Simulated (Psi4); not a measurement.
# B2NH2OF (SMILES OB1NB1F): HSE06/def2-SVP

What is the vertical ionisation energy of B2NH2OF at HSE06/def2-SVP? 

The results are computed with Psi4 1.11.

**1. The system as given**

The species is B2NH2OF (7 atoms), meant as a singlet with charge 0. SMILES: `OB1NB1F`. The coordinates come from a PBE0-D4/def2-TZVP relaxation. This is one conformer, not always the lowest.

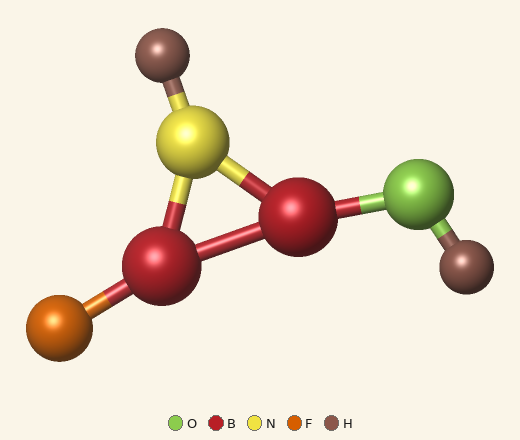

Viewed from a chosen angle; oxygen green, boron red, nitrogen yellow, fluorine orange, hydrogen brown.

**2. The energy at HSE06/def2-SVP**

The input, run_ase.py:

```python
import numpy as np
from ase.calculators.psi4 import Psi4
from ase import Atoms

a = Atoms(['O', 'B', 'N', 'B', 'F', 'H', 'H'], positions=[
    [-1.276700, 0.176400, 1.308100],
    [-0.379000, 0.150200, 0.304200],
    [0.632200, -0.768200, -0.094800],
    [0.587000, 0.339700, -0.954100],
    [1.250000, 0.724100, -2.025300],
    [-1.829400, 0.960200, 1.293400],
    [1.077200, -1.650400, 0.122900],
])
calc = Psi4(atoms=a, method='hse06', basis='def2-SVP', memory='2200MB', num_threads=1, charge=0, multiplicity=1, label='b2fh2no', reference='rks')
calc.psi4.set_options({'puream': True, 'e_convergence': 1e-09, 'd_convergence': 1e-08, 'scf_type': 'pk', 'dft_radial_points': 99, 'dft_spherical_points': 590})
a.calc = calc

print(f'energy: {a.get_potential_energy():.6f} eV')
```

The run is started by

```bash
python run_ase.py
```

b2fh2no.dat, cut to the lines that bear on the results:

```text
[...]
  Running in c1 symmetry.
[...]
  Nuclear repulsion =  135.227784647224979
[...]
  Multiplicity = 1
[...]
  Nalpha       = 18
  Nbeta        = 18
[...]
    Number of basis functions: 80
[...]
   @RKS iter   1:  -280.02710835236815   -1.98190e-01   1.08509e-02 ADIIS/DIIS
[...]
   @RKS iter  12:  -280.35193524250246    4.30873e-11   2.20078e-09 DIIS
[...]
    Orbital Energies [Eh]
    ---------------------
    Doubly Occupied:
       1A    -24.760688     2A    -19.219790     3A    -14.385002
       4A     -6.827113     5A     -6.805407     6A     -1.201572
       7A     -1.032811     8A     -0.892934     9A     -0.601633
      10A     -0.565692    11A     -0.536201    12A     -0.459239
      13A     -0.455379    14A     -0.414460    15A     -0.384396
      16A     -0.369516    17A     -0.315822    18A     -0.247398
[...]
  @RKS Final Energy:  -280.35193524250246
   => Energetics <=
    Nuclear Repulsion Energy =            135.2277846472249792
    One-Electron Energy =                -652.8908957080418531
    Two-Electron Energy =                 264.1405379138648755
    DFT Exchange-Correlation Energy =     -26.8293620955504899
    Empirical Dispersion Energy =           0.0000000000000000
    VV10 Nonlocal Energy =                  0.0000000000000000
    Total Energy =                       -280.3519352425024636
[...]
 Multipole Moments:
 ------------------------------------------------------------------------------------
     Multipole            Electronic (a.u.)      Nuclear  (a.u.)        Total (a.u.)
 ------------------------------------------------------------------------------------
 L = 1.  Multiply by 2.5417464519 to convert [e a0] to [Debye]
 Dipole X            :          1.6950765           -1.9078476           -0.2127711
 Dipole Y            :          1.4716220           -1.6539766           -0.1823546
 Dipole Z            :         -3.1450356            3.5364990            0.3914634
 Magnitude           :                                                    0.4814232
[...]
```

Standard output:

```text
energy: -7628.764733 eV
```

It took 31 s on 1 thread of AMD EPYC 7R43 (Zen 3), shared host; peak memory 1.1 GiB.

**3. The doublet cation: energy and gradient at UHSE06/def2-SVP**

The input, calc.in:

```
memory 2200 MB

molecule molecule1 {
  1 2
  O
  B 1 r2
  N 2 r3 1 a3
  B 3 r4 2 a4 1 d4
  F 4 r5 3 a5 2 d5
  H 1 r6 2 a6 3 d6
  H 3 r7 4 a7 5 d7

  r2 = 1.346984
  r3 = 1.42309
  a3 = 134.03307
  r4 = 1.402812
  a4 = 68.84864
  d4 = -179.96935
  r5 = 1.317119
  a5 = 135.43543
  d5 = 179.94514
  r6 = 0.959185
  a6 = 112.86082
  d6 = -179.97154
  r7 = 1.011778
  a7 = 146.57393
  d7 = -0.03953
  units angstrom
  symmetry c1
}

set globals {
  basis def2-SVP
  reference uks
  puream true
  e_convergence 1e-09
  d_convergence 1e-08
  scf_type pk
  dft_radial_points 99
  dft_spherical_points 590
  maxiter 100
}

e_tot, wfn = gradient("hse06", return_wfn=True)
oeprop(wfn, "MULLIKEN_CHARGES", "QUADRUPOLE", "DIPOLE", title="HSE06")
```

The run is started by

```bash
psi4 -n 1 calc.in calc.out
```

calc.out, cut to the lines that bear on the results:

```text
[...]
  Running in c1 symmetry.
[...]
  Nuclear repulsion =  135.227790667686122
[...]
  Multiplicity = 2
[...]
  Nalpha       = 18
  Nbeta        = 17
[...]
    Number of basis functions: 80
[...]
   @UKS iter   1:  -279.77479507546616    5.41236e-02   9.33484e-03 DIIS/ADIIS
[...]
   @UKS iter  15:  -279.99523313934367    1.98952e-12   2.19534e-09 DIIS
[...]
   @S^2 Observed:                7.528892683E-01
[...]
  @UKS Final Energy:  -279.99523313934367
   => Energetics <=
    Nuclear Repulsion Energy =            135.2277906676861221
    One-Electron Energy =                -643.1332441490681049
    Two-Electron Energy =                 254.4403565262423683
    DFT Exchange-Correlation Energy =     -26.5301361842040286
    Empirical Dispersion Energy =           0.0000000000000000
    VV10 Nonlocal Energy =                  0.0000000000000000
    Total Energy =                       -279.9952331393436680
[...]
  -Total Gradient:
     Atom            X                  Y                   Z
    ------   -----------------  -----------------  -----------------
       1        0.000002940434    -0.017676903049    -0.056411440252
       2       -0.000041588050     0.078270636858     0.106381689532
       3        0.000008804614    -0.090122547043     0.014175806386
       4        0.000109861926     0.031580575092    -0.126234823041
       5       -0.000065884904    -0.002843503241     0.045393146042
       6       -0.000006328250    -0.010116263150     0.018494073282
       7       -0.000007787942     0.010921223912    -0.001817563045
[...]
  Mulliken Charges: (a.u.)
   Center  Symbol    Alpha    Beta     Spin     Total
       1     O     4.04248  3.94424  0.09823  0.01328
       2     B     2.60014  2.26788  0.33226  0.13199
       3     N     3.46576  3.43406  0.03170  0.10017
       4     B     2.58946  2.18870  0.40076  0.22183
       5     F     4.51583  4.44477  0.07106  0.03941
       6     H     0.37337  0.37043  0.00294  0.25621
       7     H     0.41297  0.34992  0.06305  0.23711
   Total alpha = 18.00000, Total beta = 17.00000, Total charge =  1.00000
    Psi4 run time: 0:00:57.82
```

Wall time 59 s (1 thread of AMD EPYC 7R43 (Zen 3), shared host); peak memory 1.1 GiB.

**4. What came out**

At HSE06/def2-SVP:

| quantity | value |
| --- | --- |
| singlet B2NH2OF: total energy | -280.35194 Eh |
| singlet B2NH2OF: dipole moment | 1.22 D |
| singlet B2NH2OF: HOMO energy | -6.73 eV |
| singlet B2NH2OF: LUMO energy | 0.14 eV |
| singlet B2NH2OF: HOMO–LUMO gap | 6.87 eV |
| doublet cation: total energy | -279.99523 Eh |
| doublet cation: HOMO energy (highest over α and β) | -15.67 eV |
| doublet cation: LUMO energy (lowest over α and β) | -12.57 eV |
| doublet cation: ⟨S²⟩ | 0.753 |
| doublet cation: largest force on an atom | 6.791 eV/Å |
| vertical ionisation energy (to the doublet cation) | 9.706 eV |

**Reading.** The vertical ionisation energy comes to 9.71 eV (937 kJ/mol). −ε(HOMO) before ionisation, 6.73 eV, is 2.97 eV below this ionisation energy. Mulliken charges (doublet cation) run from +0.01 on O1 to +0.26 on H6; they depend strongly on the basis.
